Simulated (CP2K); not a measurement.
# MNDO run of SnSiNH7O (SMILES N[SiH2][SnH2][OH])

What is the vertical ionisation energy of SnSiNH7O at MNDO? The job is set up through an ASE script.

The calculation is run with CP2K 2026.2.

2 further runs of the same task are left out: 1 that didn't finish, 1 set aside as unsound or not needed.

### Step 1. The molecule

The species is SnSiNH7O (11 atoms), meant as a singlet with charge 0. SMILES: `N[SiH2][SnH2][OH]`. The shape comes from GFN2-xTB, which is rough for such elements, and wasn't checked as a minimum. This is one conformer, not always the lowest.

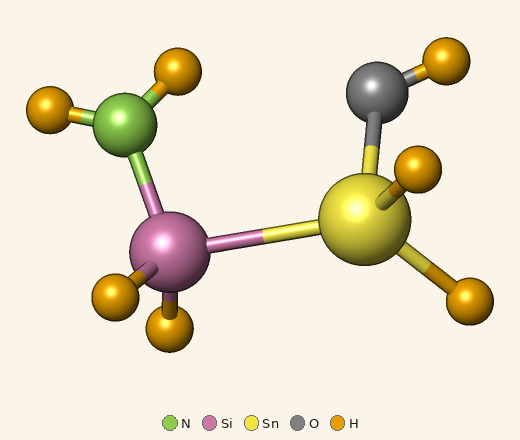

Viewed from a chosen angle; nitrogen green, silicon pink, tin yellow, oxygen grey, hydrogen amber.

### Step 2. Energy and forces at MNDO

Contents of molecule.xyz:

```xyz
11

N     -0.457220     1.687920    -0.690370
Si     0.225090     1.171740     0.780200
Sn     0.701980    -1.259130     0.295890
O     -0.917570    -1.472410    -0.895670
H     -0.977570     1.006160    -1.222610
H     -0.840880     2.611230    -0.805680
H     -0.603050     1.185720     1.991810
H      1.479490     1.882480     1.009380
H      0.504530    -2.549170     1.445070
H      1.982100    -1.919370    -0.674810
H     -1.096890    -2.345180    -1.233190
```

Contents of cp2k_ase.py:

```python
import numpy as np
from ase.io import read
from ase.calculators.cp2k import CP2K

atoms = read("molecule.xyz")
atoms.set_cell([11.1, 13.2, 11.2])
atoms.center()
template = """
&FORCE_EVAL
 METHOD QUICKSTEP
 &DFT
  CHARGE 0
  MULTIPLICITY 1
  &QS
   METHOD MNDO
   EPS_DEFAULT 1.0E-10
   &SE
    &COULOMB
     CUTOFF [angstrom] 50
     RC_RANGE [angstrom] 0
    &END COULOMB
    &EXCHANGE
     CUTOFF [angstrom] 50
     RC_RANGE [angstrom] 0
    &END EXCHANGE
   &END SE
  &END QS
  &POISSON
   PERIODIC NONE
   POISSON_SOLVER ANALYTIC
  &END POISSON
  &SCF
   SCF_GUESS ATOMIC
   EPS_SCF 1.0E-07
   MAX_SCF 150
   ADDED_MOS 2
   &DIAGONALIZATION
    ALGORITHM STANDARD
   &END DIAGONALIZATION
   &MIXING
    METHOD DIRECT_P_MIXING
    ALPHA 0.4
   &END MIXING
  &END SCF
  &PRINT
   &MOMENTS
    PERIODIC F
    REFERENCE COM
    MAX_MOMENT 1
   &END MOMENTS
   &MO ON
    ENERGIES T
    OCCUPATION_NUMBERS T
    NDIGITS 6
    &EACH
     QS_SCF 0
    &END EACH
    ADD_LAST NUMERIC
   &END MO
   &HIRSHFELD OFF
   &END HIRSHFELD
  &END PRINT
 &END DFT
 &SUBSYS
 &END SUBSYS
&END FORCE_EVAL
"""
calculator = CP2K(command="cp2k.psmp -s", label="run", inp=template, basis_set=None, basis_set_file=None, potential_file=None, pseudo_potential=None, xc=None, cutoff=None, max_scf=None, charge=None, uks=False,
            force_eval_method=None, print_level="LOW", poisson_solver=None, stress_tensor=False)
atoms.calc = calculator
print("E / eV:", round(atoms.get_potential_energy(), 6))
forces = atoms.get_forces()
print(np.array2string(forces, precision=5, suppress_small=True))
print("largest force / (eV/A): %.4f" % np.linalg.norm(forces, axis=1).max())
```

Launch:

```sh
OMP_NUM_THREADS=1 python cp2k_ase.py
```

The program printed:

```text
E / eV: -811.129564
[[-0.8617   0.18144  0.30836]
 [ 0.94019  0.53362  1.18064]
 [ 0.52044 -2.303   -0.09263]
 [ 0.29696 -1.2406   0.03159]
 [ 0.26897  0.94795  0.05758]
 [ 0.28843 -0.73041 -0.11583]
 [ 0.77369  0.00116 -1.44939]
 [-1.30394 -0.72406 -0.16427]
 [ 0.19457  1.53118 -1.34076]
 [-1.49029  0.8321   1.11048]
 [ 0.37268  0.97063  0.47423]]
largest force / (eV/A): 2.3629
```

run.out, cut to the lines that bear on the results:

```text
CP2K| version string:                                       CP2K version 2026.2
[...]
 GLOBAL| Method name                                                        CP2K
[...]
 GLOBAL| Run type                                                   ENERGY_FORCE
[...]
 *** WARNING in qs_kind_types.F:2264 :: Information provided in the input ***
 *** file regarding BASIS for KIND <N> will be ignored!                   ***
 *** WARNING in qs_kind_types.F:2264 :: Information provided in the input ***
 *** file regarding BASIS for KIND <Si> will be ignored!                  ***
 *** WARNING in qs_kind_types.F:2264 :: Information provided in the input ***
 *** file regarding BASIS for KIND <Sn> will be ignored!                  ***
 *** WARNING in qs_kind_types.F:2264 :: Information provided in the input ***
 *** file regarding BASIS for KIND <O> will be ignored!                   ***
 *** WARNING in qs_kind_types.F:2264 :: Information provided in the input ***
 *** file regarding BASIS for KIND <H> will be ignored!                   ***
[...]
                             - Atoms:                                         11
[...]
                             - Spherical basis functions:                     23
[...]
 Number of electrons:                                                         26
[...]
     1 P_Mix/Diag. 0.40E+00    0.0     0.84448509       -23.7366142095 -2.37E+01
[...]
    23 DIIS/Diag.  0.68E-07    0.0     0.00000005       -29.8084642978 -5.68E-14
  *** SCF run converged in    23 steps ***
  Core-core repulsion energy [eV]:                           1470.36039408930856
  Core Hamiltonian energy [eV]:                             -1287.69001892148299
  Two-electron integral energy [eV]:                        -1987.59987870040686
  Electronic energy [eV]:                                   -2281.48995827168665
  Total energy [eV]:                                         -811.12956418237798
  Atomic reference energy [eV]:                               810.07164649522088
  Heat of formation [kcal/mol]:                               -24.39616335980316
[...]
 SE_DIPOLE| Moment [Debye]          0.51056797      -3.02768437      -1.45646838
 SE_DIPOLE| Derivative [a.u.]       0.00000000       0.00000000       0.00000000
 ENERGY| Total FORCE_EVAL ( QS ) energy [hartree]            -29.808464297817970
[...]
```

Run time: 0.91 s. Hardware: 1 thread of Arm Neoverse V1, shared host.

### Step 3. The doublet cation, same level

molecule.xyz is that of step 2.

Contents of run.py:

```python
import numpy as np
from ase.io import read
from ase.calculators.cp2k import CP2K

atoms = read("molecule.xyz")
atoms.set_cell([11.1, 13.2, 11.2])
atoms.center()
inp = """
&FORCE_EVAL
  METHOD Quickstep
  &DFT
    CHARGE 1
    MULTIPLICITY 2
    UNRESTRICTED_KOHN_SHAM T
    &QS
      METHOD MNDO
      EPS_DEFAULT 1.0E-10
      &SE
        &COULOMB
          CUTOFF [angstrom] 50
          RC_RANGE [angstrom] 0
        &END COULOMB
        &EXCHANGE
          CUTOFF [angstrom] 50
          RC_RANGE [angstrom] 0
        &END EXCHANGE
      &END SE
    &END QS
    &POISSON
      PERIODIC NONE
      POISSON_SOLVER ANALYTIC
    &END POISSON
    &SCF
      SCF_GUESS ATOMIC
      EPS_SCF 1.0E-07
      MAX_SCF 150
      ADDED_MOS 8
      &DIAGONALIZATION
        ALGORITHM STANDARD
      &END DIAGONALIZATION
      &MIXING
        METHOD DIRECT_P_MIXING
        ALPHA 0.4
      &END MIXING
    &END SCF
    &PRINT
      &MOMENTS
        PERIODIC F
        REFERENCE COM
        MAX_MOMENT 1
      &END MOMENTS
      &MO ON
        ENERGIES T
        OCCUPATION_NUMBERS T
        NDIGITS 6
        &EACH
          QS_SCF 0
        &END EACH
        ADD_LAST NUMERIC
      &END MO
      &HIRSHFELD OFF
      &END HIRSHFELD
    &END PRINT
  &END DFT
  ! structure
  &SUBSYS
  &END SUBSYS
&END FORCE_EVAL
"""
cp2k = CP2K(command="cp2k.psmp -s", label="molecule", inp=inp, basis_set=None, basis_set_file=None, potential_file=None, pseudo_potential=None, xc=None, cutoff=None, max_scf=None, charge=None, uks=False,
            force_eval_method=None, print_level="LOW", poisson_solver=None, stress_tensor=False)
atoms.calc = cp2k
e = atoms.get_potential_energy()
f = atoms.get_forces()
print(f"energy = {e:.6f} eV")
print("forces (eV/angstrom):")
for s, v in zip(atoms.get_chemical_symbols(), f):
    print(f"{s:2s} {v[0]:10.5f} {v[1]:10.5f} {v[2]:10.5f}")
```

Launch:

```sh
OMP_NUM_THREADS=1 python run.py
```

The program printed:

```text
energy = -801.401365 eV
forces (eV/angstrom):
N    -2.66699    0.83596   -0.64179
Si    3.26258   -1.58584    4.01477
Sn    0.29507   -2.48454   -0.31676
O     0.35778   -0.68253    0.03171
H     0.18321    0.24758   -0.81691
H     0.42115    0.18122   -0.67636
H     0.40972    0.31083   -1.61512
H    -1.45659   -0.48913   -0.41737
H     0.15562    1.67819   -1.04834
H    -1.28338    1.05857    1.01321
H     0.32184    0.92968    0.47296
```

molecule.out, cut to the lines that bear on the results:

```text
CP2K| version string:                                       CP2K version 2026.2
[...]
 GLOBAL| Method name                                                        CP2K
[...]
 GLOBAL| Run type                                                   ENERGY_FORCE
[...]
 *** WARNING in qs_kind_types.F:2264 :: Information provided in the input ***
 *** file regarding BASIS for KIND <N> will be ignored!                   ***
 *** WARNING in qs_kind_types.F:2264 :: Information provided in the input ***
 *** file regarding BASIS for KIND <Si> will be ignored!                  ***
 *** WARNING in qs_kind_types.F:2264 :: Information provided in the input ***
 *** file regarding BASIS for KIND <Sn> will be ignored!                  ***
 *** WARNING in qs_kind_types.F:2264 :: Information provided in the input ***
 *** file regarding BASIS for KIND <O> will be ignored!                   ***
 *** WARNING in qs_kind_types.F:2264 :: Information provided in the input ***
 *** file regarding BASIS for KIND <H> will be ignored!                   ***
[...]
                             - Atoms:                                         11
[...]
                             - Spherical basis functions:                     23
[...]
 Number of electrons:                                                         13
[...]
     1 P_Mix/Diag. 0.40E+00    0.0     0.44624978       -23.3145276952 -2.33E+01
[...]
    49 DIIS/Diag.  0.66E-07    0.0     0.00000010       -29.4509595531 -1.21E-13
  *** SCF run converged in    49 steps ***
  Core-core repulsion energy [eV]:                           1470.36039408930856
  Core Hamiltonian energy [eV]:                             -1254.83363801514679
  Two-electron integral energy [eV]:                        -2033.85624283515403
  Electronic energy [eV]:                                   -2271.76175943272392
  Total energy [eV]:                                         -801.40136534341536
  Atomic reference energy [eV]:                               810.07164649522088
  Heat of formation [kcal/mol]:                               199.94144905854688
[...]
 SE_DIPOLE| Moment [Debye]          2.72982622     -10.64826657       0.74115638
 SE_DIPOLE| Derivative [a.u.]       0.00000000       0.00000000       0.00000000
 ENERGY| Total FORCE_EVAL ( QS ) energy [hartree]            -29.450959553103786
[...]
```

Run time: 1 s. Hardware: 1 thread of Arm Neoverse V1, shared host.

### Step 4. Results

Level: MNDO.

| quantity | value |
| --- | --- |
| singlet SnSiNH7O: total energy | -29.80846 Eh |
| singlet SnSiNH7O: dipole moment | 3.40 D |
| singlet SnSiNH7O: HOMO energy | -10.29 eV |
| singlet SnSiNH7O: LUMO energy | -0.97 eV |
| singlet SnSiNH7O: HOMO–LUMO gap | 9.32 eV |
| singlet SnSiNH7O: heat of formation | -24.4 kcal/mol |
| doublet cation: total energy | -29.45096 Eh |
| doublet cation: HOMO energy (highest over α and β) | -14.29 eV |
| doublet cation: LUMO energy (lowest over α and β) | -8.80 eV |
| doublet cation: heat of formation | 199.9 kcal/mol |
| vertical ionisation energy (to the doublet cation) | 9.728 eV |

In words: The vertical ionisation energy comes to 9.73 eV (224 kcal/mol).
